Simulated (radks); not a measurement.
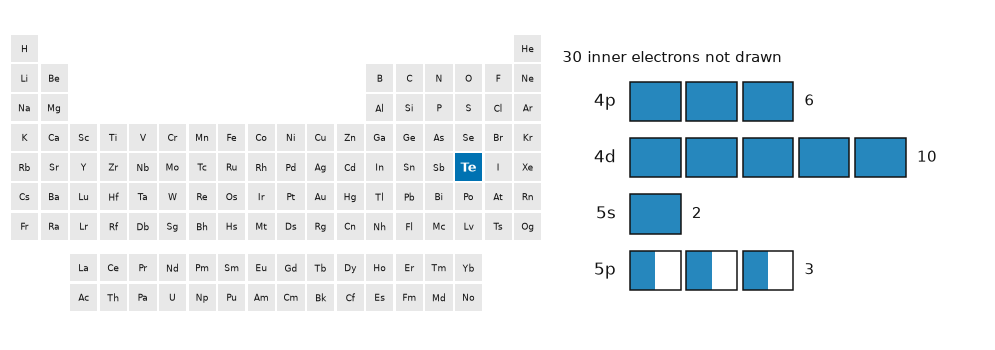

*Left, the place of tellurium in the periodic table; right, the outer shells as the input fills them: a box for each of the 2l + 1 orbitals, shaded by the share of the shell that is filled, with the electron count at the right.*

**Run report: Te⁺, atomic calculation**

System: Te⁺ (Z = 52, 51 electrons) in the configuration [Kr] 4d10 5s2 5p3 (5p1/2: 2, 5p3/2: 1).
Method: Dirac Kohn-Sham, PBE, spin-unpolarised, spherical densities, point nucleus (the in-house radial solver radks).

The input:
```
Z 52
configuration [Kr] 4d10 5s2 5p3
relativity Dirac
functional pbe,pbe
spin unpolarised
j_filling energy
nucleus point
c 137.035999084
mesh_step 0.003
max_iterations 78
```

Energies in input and log are in hartree, lengths in bohr.

Hardware: 1 thread of Arm Neoverse N1, 40 GiB of memory available, shared host.

Launched within a batch (the task file carries these settings):
```bash
python <driver script> task.json out
```

Log:
```
1s1/2   1   2.0000       -1161.85553918
2s1/2   1   2.0000        -178.38542928
2p1/2   1   2.0000        -167.14772260
2p3/2   1   4.0000        -157.06033917
3s1/2   1   2.0000         -35.75961164
3p1/2   1   2.0000         -31.14063075
3p3/2   1   4.0000         -29.26051530
3d3/2   1   4.0000         -21.11631096
3d5/2   1   6.0000         -20.72319021
4s1/2   1   2.0000          -6.35767419
4p1/2   1   2.0000          -4.77055417
4p3/2   1   4.0000          -4.41363594
4d3/2   1   4.0000          -1.88281172
4d5/2   1   6.0000          -1.82884461
5s1/2   1   2.0000          -0.85448695
5p1/2   1   2.0000          -0.52092850
5p3/2   1   1.0000          -0.48709590
Etot -6796.478754415712
Ekin 7188.083690493739
Encl -16494.582370467047
Eh 2685.8243517337123
Exc -175.80442617611476
err 6.8441599128861e-09
it 14
```

What the run reported:

- outcome: converged
- total energy: −6796.4788 hartree
- kinetic energy: 7188.0837 hartree
- electron–nucleus energy: −16494.5824 hartree
- Hartree energy: 2685.8244 hartree
- exchange–correlation energy: −175.804426 hartree
- radius at density 0.001 e/bohr³: 4.23 bohr
- SCF iterations: 14

What is odd here:

A numerical setting was moved from its usual value: mesh step h = 0.003. The program ran to the end, and its total energy equals that of the same run with the usual input (−6796.47875 hartree) within 10⁻⁵ hartree, so the oddity leaves no trace in it.
